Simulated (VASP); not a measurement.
Band structure of IrO$_{2}$ (rutile). Calculation: RPBE GGA, VASP's PBE PAW potentials (set 64) (plane waves; VASP 6.6.1).

Unless said otherwise, spin-orbit coupling is left out, though it shifts the bands of the heavy elements here.

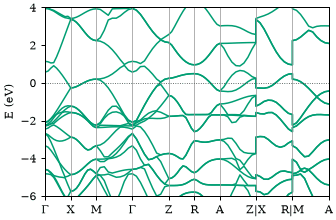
Fig. 1. Bands along high-symmetry lines, zero at the valence-band maximum or, without a gap, the Fermi level

**Question.** Read the plot: is there a gap, and where are the band edges?

**Answer.** It has no gap at this level: it comes out as a metal or semimetal. (Edges off the drawn lines would not show.)

The compound is IrO2 in the rutile structure. It was relaxed first, which changed the volume by +5 %.
